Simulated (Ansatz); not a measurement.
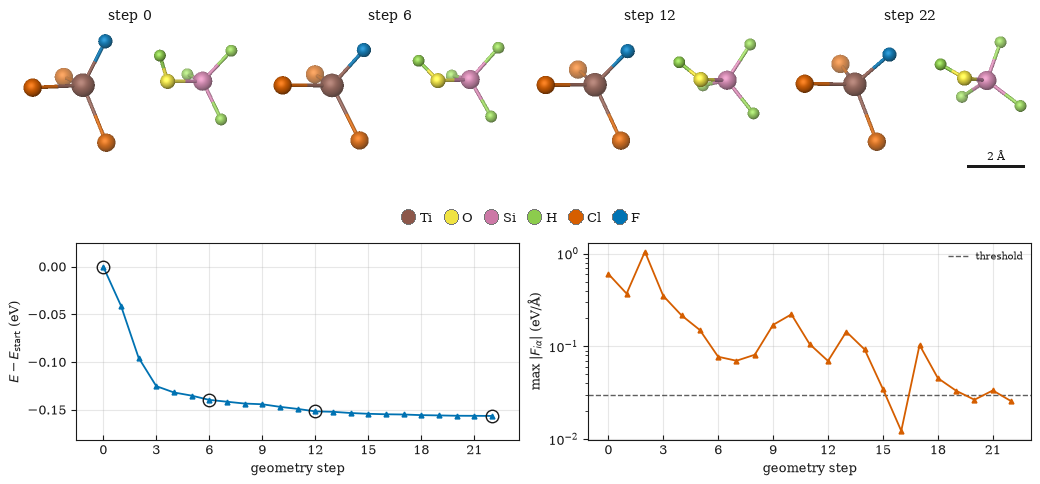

Frames of a relaxation of TiSiH4OCl3F, marked on the history of the run. A ball-and-stick model, seen from a free direction.

The run prepares an end point of a later path (reaction) calculation, from a guessed geometry.

The calculation used RKS PBE/def2-SVP in Ansatz 0.2.0.

The input:
```yaml
crystal:
  periodic: [false, false, false]
  atoms:
    - { symbol: Ti, position_ang: [0.306443, -0.444287, -0.485776] }
    - { symbol: O, position_ang: [0.034338, 0.038773, 2.58841] }
    - { symbol: Si, position_ang: [-1.390254, -0.410778, 3.390021] }
    - { symbol: H, position_ang: [-2.257918, -1.286533, 2.524947] }
    - { symbol: H, position_ang: [-1.069087, -1.163002, 4.656971] }
    - { symbol: H, position_ang: [-2.124543, 0.855524, 3.712398] }
    - { symbol: Cl, position_ang: [1.984055, 0.087186, -1.774065] }
    - { symbol: Cl, position_ang: [-0.749577, 1.443237, -0.147905] }
    - { symbol: Cl, position_ang: [-1.052771, -1.669508, -1.664476] }
    - { symbol: F, position_ang: [1.028245, -1.563175, 0.724693] }
    - { symbol: H, position_ang: [0.730768, -0.662936, 2.617382] }
basis:
  gaussian: { orbitals: def2-SVP }
hamiltonian:
  xc: pbe
relax:
  f_tol: 0.03
  max_steps: 50
output:
  orbitals: {}
```

Launched with:
```bash
ansatz run input.yaml --threads 4 --pin off --max-ram 5120MiB --backend cpu --events-out ev --progress --plain --runs-dir out
```

Question: What happens along the run?

Answer: Over 22 geometry steps the energy falls by 0.156 eV. The largest force component goes from 0.61 to 0.026 eV/Å. The forces were under the threshold at step 16, but the run went on from there. The atom that moves furthest after the best rigid fit is H4 (0.90 Å). Largest moves by element: H 0.90 Å, O 0.73 Å, F 0.50 Å, Cl 0.48 Å, Ti 0.31 Å, Si 0.17 Å. Some distances before and after: Ti1–O2 3.124 → 4.131 Å, Ti1–F10 1.799 → 1.757 Å, Ti1–Cl8 2.189 → 2.172 Å, O2–Si3 1.695 → 1.679 Å. Among the angles between lasting bonds that change: Cl8–Ti1–F10 128.7° → 109.5°, Cl7–Ti1–F10 103.9° → 109.0°, Cl7–Ti1–Cl8 104.6° → 109.6°. Groups turn about O2–Si3 by about 25°. Cost: 58 s on 4 threads of Arm Neoverse V2, on a shared host, peak memory 0.26 GiB. From step 0 to 6: Ti and O atoms move most (0.39 Å), energy −0.140 eV. From step 6 to 12: H4 moves most (0.49 Å), energy −0.012 eV. From step 12 to 22: H atoms move most (0.45 Å), energy −0.005 eV.
